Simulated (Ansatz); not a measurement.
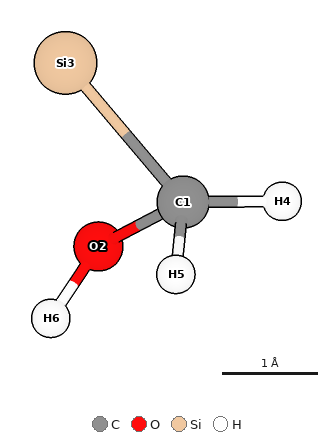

The input geometry (ball-and-stick view, seen at a tilt; atoms are numbered from 1 in the order of the input). Bond lengths as drawn: C–H 1.11 to 1.12 Å, C–O 1.48 Å, C–Si 1.93 Å and H–O 0.99 Å.

Molecular dynamics of CH3OSi (charge −1) (part 1 of 5)

- system: CH3OSi, charge −1
- method: RKS LDA/def2-TZVP (Ansatz 0.2.0)

It belongs to a series of runs on one base structure; here: dynamics from the highest image of the converged band. Figures and captions count atoms from 1; the log counts them from 0 in places.

Input file:
```yaml
crystal:
  periodic: [false, false, false]
  atoms:
    - { symbol: C, position_ang: [0.059989, 0.044898, -0.519378] }
    - { symbol: O, position_ang: [-0.494746, -0.30749, 0.804189] }
    - { symbol: Si, position_ang: [-0.410079, 1.756257, 0.242986] }
    - { symbol: H, position_ang: [-0.525703, -0.464116, -1.306671] }
    - { symbol: H, position_ang: [1.103289, -0.365491, -0.540214] }
    - { symbol: H, position_ang: [0.267259, -0.664076, 1.319098] }
total_charge: -1
basis:
  gaussian: { orbitals: def2-TZVP }
hamiltonian:
  xc: lda
md:
  timestep: 0.5
  n_steps: 200
  ensemble: nve
  temperature: 300.0
  initial_velocities: maxwell_boltzmann
  seed: 5545
```

Run on 2 threads of Intel Xeon (Sapphire Rapids), 16 GiB of memory available, shared host.

Launch command:
```bash
ansatz run input.yaml --threads 2 --pin off --max-ram 3072MiB --backend cpu --events-out ev --progress --plain --runs-dir out
```

What the program printed:
```
Engine: ansatz 0.2.0, x86_64-unknown-linux-gnu
Functional definition: SPW92
  exchange = slater_x
  correlation = pw_c
715 factors; their error is unknown
mean field evaluation 1: about -10948.7291 eV, gradient 3.8e1 eV
mean field evaluation 2: about -10918.8699 eV, gradient 1.0e2 eV
mean field evaluation 4: about -10948.5353 eV, gradient 2.7e1 eV
mean field evaluation 8: about -10952.4708 eV, gradient 1.9e0 eV
mean field evaluation 16: about -10952.4891 eV, gradient 5.1e-1 eV
mean field evaluation 32: about -10952.2740 eV, gradient 2.2e0 eV
mean field -10952.49210854 eV, -402.4966611230 hartree, gradient 5.5e-5 eV, S^2 0.000000; 4 other end points of the search recorded, 0 dependent functions left out
the calculation of the forces begins
reference -10952.49213731 eV, -402.4966621804 hartree; 16, 16 occupied and 101, 101 virtual orbitals, 715 factors
md step     0: t =     0.00 fs  T =   300.0 K  F+E_penalty+E_count = -10952.49210854 eV  E_kin = 0.155112 eV  conserved = -10952.33699654 eV  (95 SCF iters)
these checks for a lower state are left out or cut short: starts, cluster_reference, orbital_swaps, neighbouring_geometries, increment
715 factors; their error is unknown
mean field -10952.48603113 eV, -402.4964377823 hartree, gradient 1.1e-5 eV, S^2 0.000000; 0 other end points of the search recorded, 0 dependent functions left out
the calculation of the forces begins
reference -10952.48606007 eV, -402.4964388459 hartree; 16, 16 occupied and 101, 101 virtual orbitals, 715 factors
md step     1: t =     0.50 fs  T =   288.3 K  F+E_penalty+E_count = -10952.48603113 eV  E_kin = 0.149086 eV  conserved = -10952.33694483 eV  (40 SCF iters)
[... from here on the SCF iterations and repeated set-up lines of each step are left out, up to the last step ...]
md step     2: t =     1.00 fs  T =   256.3 K  F+E_penalty+E_count = -10952.46918426 eV  E_kin = 0.132537 eV  conserved = -10952.33664685 eV  (40 SCF iters)
md step     3: t =     1.50 fs  T =   213.2 K  F+E_penalty+E_count = -10952.44643322 eV  E_kin = 0.110254 eV  conserved = -10952.33617916 eV  (38 SCF iters)
md step     4: t =     2.00 fs  T =   172.9 K  F+E_penalty+E_count = -10952.42511488 eV  E_kin = 0.089378 eV  conserved = -10952.33573701 eV  (37 SCF iters)
md step     5: t =     2.50 fs  T =   148.0 K  F+E_penalty+E_count = -10952.41205857 eV  E_kin = 0.076524 eV  conserved = -10952.33553453 eV  (35 SCF iters)
md step     6: t =     3.00 fs  T =   144.5 K  F+E_penalty+E_count = -10952.41039196 eV  E_kin = 0.074732 eV  conserved = -10952.33566025 eV  (35 SCF iters)
md step     7: t =     3.50 fs  T =   159.0 K  F+E_penalty+E_count = -10952.41821108 eV  E_kin = 0.082191 eV  conserved = -10952.33602001 eV  (35 SCF iters)
md step     8: t =     4.00 fs  T =   180.9 K  F+E_penalty+E_count = -10952.42994261 eV  E_kin = 0.093524 eV  conserved = -10952.33641866 eV  (36 SCF iters)
md step     9: t =     4.50 fs  T =   198.4 K  F+E_penalty+E_count = -10952.43925337 eV  E_kin = 0.102563 eV  conserved = -10952.33669049 eV  (35 SCF iters)
md step    10: t =     5.00 fs  T =   202.8 K  F+E_penalty+E_count = -10952.44161532 eV  E_kin = 0.104847 eV  conserved = -10952.33676845 eV  (37 SCF iters)
md step    11: t =     5.50 fs  T =   191.0 K  F+E_penalty+E_count = -10952.43544753 eV  E_kin = 0.098774 eV  conserved = -10952.33667304 eV  (36 SCF iters)
md step    12: t =     6.00 fs  T =   165.3 K  F+E_penalty+E_count = -10952.42191116 eV  E_kin = 0.085443 eV  conserved = -10952.33646814 eV  (35 SCF iters)
md step    13: t =     6.50 fs  T =   131.1 K  F+E_penalty+E_count = -10952.40398310 eV  E_kin = 0.067761 eV  conserved = -10952.33622255 eV  (35 SCF iters)
md step    14: t =     7.00 fs  T =    95.5 K  F+E_penalty+E_count = -10952.38539357 eV  E_kin = 0.049403 eV  conserved = -10952.33599085 eV  (35 SCF iters)
md step    15: t =     7.50 fs  T =    65.6 K  F+E_penalty+E_count = -10952.36974470 eV  E_kin = 0.033935 eV  conserved = -10952.33580955 eV  (35 SCF iters)
md step    16: t =     8.00 fs  T =    46.8 K  F+E_penalty+E_count = -10952.35989548 eV  E_kin = 0.024195 eV  conserved = -10952.33570036 eV  (36 SCF iters)
md step    17: t =     8.50 fs  T =    42.4 K  F+E_penalty+E_count = -10952.35758116 eV  E_kin = 0.021906 eV  conserved = -10952.33567478 eV  (36 SCF iters)
md step    18: t =     9.00 fs  T =    53.1 K  F+E_penalty+E_count = -10952.36320722 eV  E_kin = 0.027470 eV  conserved = -10952.33573691 eV  (36 SCF iters)
md step    19: t =     9.50 fs  T =    77.2 K  F+E_penalty+E_count = -10952.37578089 eV  E_kin = 0.039898 eV  conserved = -10952.33588309 eV  (36 SCF iters)
md step    20: t =    10.00 fs  T =   110.0 K  F+E_penalty+E_count = -10952.39298529 eV  E_kin = 0.056887 eV  conserved = -10952.33609855 eV  (36 SCF iters)
md step    21: t =    10.50 fs  T =   145.2 K  F+E_penalty+E_count = -10952.41144465 eV  E_kin = 0.075093 eV  conserved = -10952.33635207 eV  (35 SCF iters)
md step    22: t =    11.00 fs  T =   175.3 K  F+E_penalty+E_count = -10952.42725349 eV  E_kin = 0.090662 eV  conserved = -10952.33659167 eV  (36 SCF iters)
md step    23: t =    11.50 fs  T =   193.5 K  F+E_penalty+E_count = -10952.43681643 eV  E_kin = 0.100069 eV  conserved = -10952.33674793 eV  (36 SCF iters)
md step    24: t =    12.00 fs  T =   195.7 K  F+E_penalty+E_count = -10952.43792599 eV  E_kin = 0.101174 eV  conserved = -10952.33675160 eV  (35 SCF iters)
md step    25: t =    12.50 fs  T =   182.2 K  F+E_penalty+E_count = -10952.43078638 eV  E_kin = 0.094217 eV  conserved = -10952.33656920 eV  (35 SCF iters)
md step    26: t =    13.00 fs  T =   159.0 K  F+E_penalty+E_count = -10952.41845058 eV  E_kin = 0.082210 eV  conserved = -10952.33624107 eV  (36 SCF iters)
md step    27: t =    13.50 fs  T =   135.8 K  F+E_penalty+E_count = -10952.40612560 eV  E_kin = 0.070235 eV  conserved = -10952.33589087 eV  (36 SCF iters)
md step    28: t =    14.00 fs  T =   123.0 K  F+E_penalty+E_count = -10952.39925896 eV  E_kin = 0.063583 eV  conserved = -10952.33567637 eV  (36 SCF iters)
md step    29: t =    14.50 fs  T =   126.6 K  F+E_penalty+E_count = -10952.40116634 eV  E_kin = 0.065468 eV  conserved = -10952.33569810 eV  (37 SCF iters)
md step    30: t =    15.00 fs  T =   146.2 K  F+E_penalty+E_count = -10952.41153513 eV  E_kin = 0.075601 eV  conserved = -10952.33593444 eV  (37 SCF iters)
md step    31: t =    15.50 fs  T =   175.0 K  F+E_penalty+E_count = -10952.42673265 eV  E_kin = 0.090471 eV  conserved = -10952.33626124 eV  (35 SCF iters)
md step    32: t =    16.00 fs  T =   203.3 K  F+E_penalty+E_count = -10952.44164381 eV  E_kin = 0.105108 eV  conserved = -10952.33653588 eV  (35 SCF iters)
md step    33: t =    16.50 fs  T =   222.7 K  F+E_penalty+E_count = -10952.45183352 eV  E_kin = 0.115161 eV  conserved = -10952.33667205 eV  (35 SCF iters)
md step    34: t =    17.00 fs  T =   228.7 K  F+E_penalty+E_count = -10952.45492264 eV  E_kin = 0.118264 eV  conserved = -10952.33665874 eV  (35 SCF iters)
md step    35: t =    17.50 fs  T =   221.1 K  F+E_penalty+E_count = -10952.45084470 eV  E_kin = 0.114310 eV  conserved = -10952.33653512 eV  (35 SCF iters)
md step    36: t =    18.00 fs  T =   203.0 K  F+E_penalty+E_count = -10952.44131167 eV  E_kin = 0.104956 eV  conserved = -10952.33635574 eV  (35 SCF iters)
md step    37: t =    18.50 fs  T =   179.5 K  F+E_penalty+E_count = -10952.42899619 eV  E_kin = 0.092828 eV  conserved = -10952.33616820 eV  (35 SCF iters)
md step    38: t =    19.00 fs  T =   156.2 K  F+E_penalty+E_count = -10952.41677873 eV  E_kin = 0.080772 eV  conserved = -10952.33600638 eV  (35 SCF iters)
md step    39: t =    19.50 fs  T =   137.9 K  F+E_penalty+E_count = -10952.40718868 eV  E_kin = 0.071297 eV  conserved = -10952.33589161 eV  (34 SCF iters)
md step    40: t =    20.00 fs  T =   128.0 K  F+E_penalty+E_count = -10952.40203722 eV  E_kin = 0.066201 eV  conserved = -10952.33583627 eV  (35 SCF iters)
md step    41: t =    20.50 fs  T =   128.3 K  F+E_penalty+E_count = -10952.40220128 eV  E_kin = 0.066356 eV  conserved = -10952.33584536 eV  (35 SCF iters)
md step    42: t =    21.00 fs  T =   138.5 K  F+E_penalty+E_count = -10952.40753548 eV  E_kin = 0.071619 eV  conserved = -10952.33591643 eV  (36 SCF iters)
md step    43: t =    21.50 fs  T =   156.4 K  F+E_penalty+E_count = -10952.41691547 eV  E_kin = 0.080878 eV  conserved = -10952.33603787 eV  (36 SCF iters)
md step    44: t =    22.00 fs  T =   178.4 K  F+E_penalty+E_count = -10952.42843408 eV  E_kin = 0.092247 eV  conserved = -10952.33618755 eV  (36 SCF iters)
md step    45: t =    22.50 fs  T =   200.0 K  F+E_penalty+E_count = -10952.43976448 eV  E_kin = 0.103430 eV  conserved = -10952.33633405 eV  (36 SCF iters)
md step    46: t =    23.00 fs  T =   217.0 K  F+E_penalty+E_count = -10952.44866318 eV  E_kin = 0.112221 eV  conserved = -10952.33644232 eV  (36 SCF iters)
md step    47: t =    23.50 fs  T =   226.4 K  F+E_penalty+E_count = -10952.45351696 eV  E_kin = 0.117032 eV  conserved = -10952.33648449 eV  (36 SCF iters)
md step    48: t =    24.00 fs  T =   226.9 K  F+E_penalty+E_count = -10952.45376620 eV  E_kin = 0.117314 eV  conserved = -10952.33645175 eV  (36 SCF iters)
md step    49: t =    24.50 fs  T =   219.8 K  F+E_penalty+E_count = -10952.45002716 eV  E_kin = 0.113667 eV  conserved = -10952.33636012 eV  (36 SCF iters)
md step    50: t =    25.00 fs  T =   208.1 K  F+E_penalty+E_count = -10952.44383513 eV  E_kin = 0.107591 eV  conserved = -10952.33624369 eV  (36 SCF iters)
md step    51: t =    25.50 fs  T =   195.3 K  F+E_penalty+E_count = -10952.43711172 eV  E_kin = 0.100973 eV  conserved = -10952.33613875 eV  (79 SCF iters)
md step    52: t =    26.00 fs  T =   184.7 K  F+E_penalty+E_count = -10952.43159126 eV  E_kin = 0.095521 eV  conserved = -10952.33607075 eV  (36 SCF iters)
md step    53: t =    26.50 fs  T =   178.6 K  F+E_penalty+E_count = -10952.42840616 eV  E_kin = 0.092355 eV  conserved = -10952.33605147 eV  (36 SCF iters)
md step    54: t =    27.00 fs  T =   177.6 K  F+E_penalty+E_count = -10952.42788764 eV  E_kin = 0.091806 eV  conserved = -10952.33608133 eV  (36 SCF iters)
md step    55: t =    27.50 fs  T =   180.7 K  F+E_penalty+E_count = -10952.42955675 eV  E_kin = 0.093407 eV  conserved = -10952.33614971 eV  (36 SCF iters)
md step    56: t =    28.00 fs  T =   185.8 K  F+E_penalty+E_count = -10952.43230151 eV  E_kin = 0.096067 eV  conserved = -10952.33623404 eV  (36 SCF iters)
md step    57: t =    28.50 fs  T =   190.4 K  F+E_penalty+E_count = -10952.43473504 eV  E_kin = 0.098429 eV  conserved = -10952.33630589 eV  (35 SCF iters)
md step    58: t =    29.00 fs  T =   192.0 K  F+E_penalty+E_count = -10952.43563702 eV  E_kin = 0.099294 eV  conserved = -10952.33634289 eV  (35 SCF iters)
md step    59: t =    29.50 fs  T =   189.5 K  F+E_penalty+E_count = -10952.43430672 eV  E_kin = 0.097970 eV  conserved = -10952.33633649 eV  (35 SCF iters)
md step    60: t =    30.00 fs  T =   182.6 K  F+E_penalty+E_count = -10952.43070637 eV  E_kin = 0.094414 eV  conserved = -10952.33629262 eV  (34 SCF iters)
md step    61: t =    30.50 fs  T =   172.4 K  F+E_penalty+E_count = -10952.42538469 eV  E_kin = 0.089158 eV  conserved = -10952.33622645 eV  (35 SCF iters)
md step    62: t =    31.00 fs  T =   160.7 K  F+E_penalty+E_count = -10952.41925273 eV  E_kin = 0.083096 eV  conserved = -10952.33615660 eV  (35 SCF iters)
md step    63: t =    31.50 fs  T =   149.3 K  F+E_penalty+E_count = -10952.41329882 eV  E_kin = 0.077198 eV  conserved = -10952.33610104 eV  (35 SCF iters)
md step    64: t =    32.00 fs  T =   139.7 K  F+E_penalty+E_count = -10952.40831123 eV  E_kin = 0.072238 eV  conserved = -10952.33607367 eV  (35 SCF iters)
md step    65: t =    32.50 fs  T =   132.6 K  F+E_penalty+E_count = -10952.40466478 eV  E_kin = 0.068584 eV  conserved = -10952.33608122 eV  (35 SCF iters)
md step    66: t =    33.00 fs  T =   127.8 K  F+E_penalty+E_count = -10952.40222213 eV  E_kin = 0.066102 eV  conserved = -10952.33612022 eV  (34 SCF iters)
md step    67: t =    33.50 fs  T =   124.2 K  F+E_penalty+E_count = -10952.40039567 eV  E_kin = 0.064220 eV  conserved = -10952.33617522 eV  (35 SCF iters)
md step    68: t =    34.00 fs  T =   120.2 K  F+E_penalty+E_count = -10952.39839222 eV  E_kin = 0.062172 eV  conserved = -10952.33622056 eV  (35 SCF iters)
md step    69: t =    34.50 fs  T =   114.8 K  F+E_penalty+E_count = -10952.39560765 eV  E_kin = 0.059380 eV  conserved = -10952.33622763 eV  (36 SCF iters)
md step    70: t =    35.00 fs  T =   108.1 K  F+E_penalty+E_count = -10952.39205170 eV  E_kin = 0.055873 eV  conserved = -10952.33617866 eV  (36 SCF iters)
md step    71: t =    35.50 fs  T =   101.6 K  F+E_penalty+E_count = -10952.38859187 eV  E_kin = 0.052509 eV  conserved = -10952.33608241 eV  (36 SCF iters)
md step    72: t =    36.00 fs  T =    98.3 K  F+E_penalty+E_count = -10952.38678827 eV  E_kin = 0.050807 eV  conserved = -10952.33598104 eV  (36 SCF iters)
md step    73: t =    36.50 fs  T =   101.1 K  F+E_penalty+E_count = -10952.38823480 eV  E_kin = 0.052298 eV  conserved = -10952.33593645 eV  (36 SCF iters)
md step    74: t =    37.00 fs  T =   111.5 K  F+E_penalty+E_count = -10952.39362682 eV  E_kin = 0.057630 eV  conserved = -10952.33599635 eV  (35 SCF iters)
md step    75: t =    37.50 fs  T =   127.5 K  F+E_penalty+E_count = -10952.40206287 eV  E_kin = 0.065903 eV  conserved = -10952.33615941 eV  (36 SCF iters)
md step    76: t =    38.00 fs  T =   144.5 K  F+E_penalty+E_count = -10952.41108490 eV  E_kin = 0.074718 eV  conserved = -10952.33636664 eV  (36 SCF iters)
md step    77: t =    38.50 fs  T =   156.7 K  F+E_penalty+E_count = -10952.41757430 eV  E_kin = 0.081046 eV  conserved = -10952.33652862 eV  (36 SCF iters)
md step    78: t =    39.00 fs  T =   159.6 K  F+E_penalty+E_count = -10952.41909977 eV  E_kin = 0.082529 eV  conserved = -10952.33657096 eV  (36 SCF iters)
md step    79: t =    39.50 fs  T =   152.0 K  F+E_penalty+E_count = -10952.41504200 eV  E_kin = 0.078572 eV  conserved = -10952.33647017 eV  (36 SCF iters)
md step    80: t =    40.00 fs  T =   136.7 K  F+E_penalty+E_count = -10952.40695313 eV  E_kin = 0.070690 eV  conserved = -10952.33626314 eV  (36 SCF iters)
md step    81: t =    40.50 fs  T =   119.9 K  F+E_penalty+E_count = -10952.39800342 eV  E_kin = 0.061975 eV  conserved = -10952.33602884 eV  (36 SCF iters)
md step    82: t =    41.00 fs  T =   108.2 K  F+E_penalty+E_count = -10952.39178707 eV  E_kin = 0.055935 eV  conserved = -10952.33585251 eV  (37 SCF iters)
md step    83: t =    41.50 fs  T =   106.8 K  F+E_penalty+E_count = -10952.39102618 eV  E_kin = 0.055237 eV  conserved = -10952.33578913 eV  (36 SCF iters)
md step    84: t =    42.00 fs  T =   117.7 K  F+E_penalty+E_count = -10952.39672085 eV  E_kin = 0.060876 eV  conserved = -10952.33584475 eV  (36 SCF iters)
md step    85: t =    42.50 fs  T =   139.3 K  F+E_penalty+E_count = -10952.40803001 eV  E_kin = 0.072046 eV  conserved = -10952.33598380 eV  (35 SCF iters)
md step    86: t =    43.00 fs  T =   167.5 K  F+E_penalty+E_count = -10952.42278136 eV  E_kin = 0.086626 eV  conserved = -10952.33615531 eV  (35 SCF iters)
md step    87: t =    43.50 fs  T =   197.1 K  F+E_penalty+E_count = -10952.43823924 eV  E_kin = 0.101922 eV  conserved = -10952.33631739 eV  (35 SCF iters)
md step    88: t =    44.00 fs  T =   223.0 K  F+E_penalty+E_count = -10952.45176532 eV  E_kin = 0.115318 eV  conserved = -10952.33644719 eV  (35 SCF iters)
md step    89: t =    44.50 fs  T =   241.1 K  F+E_penalty+E_count = -10952.46121303 eV  E_kin = 0.124677 eV  conserved = -10952.33653560 eV  (35 SCF iters)
md step    90: t =    45.00 fs  T =   248.6 K  F+E_penalty+E_count = -10952.46511727 eV  E_kin = 0.128542 eV  conserved = -10952.33657574 eV  (35 SCF iters)
md step    91: t =    45.50 fs  T =   244.2 K  F+E_penalty+E_count = -10952.46283646 eV  E_kin = 0.126281 eV  conserved = -10952.33655550 eV  (35 SCF iters)
md step    92: t =    46.00 fs  T =   228.8 K  F+E_penalty+E_count = -10952.45474717 eV  E_kin = 0.118286 eV  conserved = -10952.33646070 eV  (35 SCF iters)
md step    93: t =    46.50 fs  T =   205.3 K  F+E_penalty+E_count = -10952.44243865 eV  E_kin = 0.106150 eV  conserved = -10952.33628888 eV  (35 SCF iters)
md step    94: t =    47.00 fs  T =   179.2 K  F+E_penalty+E_count = -10952.42870183 eV  E_kin = 0.092635 eV  conserved = -10952.33606652 eV  (35 SCF iters)
md step    95: t =    47.50 fs  T =   157.1 K  F+E_penalty+E_count = -10952.41707194 eV  E_kin = 0.081217 eV  conserved = -10952.33585468 eV  (35 SCF iters)
md step    96: t =    48.00 fs  T =   145.3 K  F+E_penalty+E_count = -10952.41086358 eV  E_kin = 0.075133 eV  conserved = -10952.33573074 eV  (75 SCF iters)
md step    97: t =    48.50 fs  T =   147.5 K  F+E_penalty+E_count = -10952.41198912 eV  E_kin = 0.076239 eV  conserved = -10952.33575013 eV  (35 SCF iters)
md step    98: t =    49.00 fs  T =   162.9 K  F+E_penalty+E_count = -10952.42012813 eV  E_kin = 0.084215 eV  conserved = -10952.33591318 eV  (35 SCF iters)
md step    99: t =    49.50 fs  T =   186.8 K  F+E_penalty+E_count = -10952.43273025 eV  E_kin = 0.096567 eV  conserved = -10952.33616341 eV  (36 SCF iters)
md step   100: t =    50.00 fs  T =   211.7 K  F+E_penalty+E_count = -10952.44587483 eV  E_kin = 0.109456 eV  conserved = -10952.33641869 eV  (36 SCF iters)
md step   101: t =    50.50 fs  T =   230.0 K  F+E_penalty+E_count = -10952.45553554 eV  E_kin = 0.118926 eV  conserved = -10952.33660942 eV  (36 SCF iters)
md step   102: t =    51.00 fs  T =   235.9 K  F+E_penalty+E_count = -10952.45868156 eV  E_kin = 0.121983 eV  conserved = -10952.33669861 eV  (36 SCF iters)
md step   103: t =    51.50 fs  T =   226.7 K  F+E_penalty+E_count = -10952.45389851 eV  E_kin = 0.117220 eV  conserved = -10952.33667834 eV  (36 SCF iters)
md step   104: t =    52.00 fs  T =   203.1 K  F+E_penalty+E_count = -10952.44155041 eV  E_kin = 0.104994 eV  conserved = -10952.33655669 eV  (36 SCF iters)
md step   105: t =    52.50 fs  T =   168.9 K  F+E_penalty+E_count = -10952.42366008 eV  E_kin = 0.087310 eV  conserved = -10952.33635011 eV  (37 SCF iters)
md step   106: t =    53.00 fs  T =   130.6 K  F+E_penalty+E_count = -10952.40361742 eV  E_kin = 0.067529 eV  conserved = -10952.33608827 eV  (36 SCF iters)
md step   107: t =    53.50 fs  T =    96.4 K  F+E_penalty+E_count = -10952.38565669 eV  E_kin = 0.049832 eV  conserved = -10952.33582474 eV  (36 SCF iters)
md step   108: t =    54.00 fs  T =    74.1 K  F+E_penalty+E_count = -10952.37397029 eV  E_kin = 0.038333 eV  conserved = -10952.33563722 eV  (35 SCF iters)
md step   109: t =    54.50 fs  T =    69.4 K  F+E_penalty+E_count = -10952.37149056 eV  E_kin = 0.035888 eV  conserved = -10952.33560268 eV  (36 SCF iters)
md step   110: t =    55.00 fs  T =    83.1 K  F+E_penalty+E_count = -10952.37873181 eV  E_kin = 0.042978 eV  conserved = -10952.33575341 eV  (36 SCF iters)
md step   111: t =    55.50 fs  T =   110.8 K  F+E_penalty+E_count = -10952.39333119 eV  E_kin = 0.057283 eV  conserved = -10952.33604844 eV  (35 SCF iters)
md step   112: t =    56.00 fs  T =   143.7 K  F+E_penalty+E_count = -10952.41068950 eV  E_kin = 0.074301 eV  conserved = -10952.33638861 eV  (35 SCF iters)
md step   113: t =    56.50 fs  T =   171.8 K  F+E_penalty+E_count = -10952.42548640 eV  E_kin = 0.088822 eV  conserved = -10952.33666397 eV  (35 SCF iters)
```
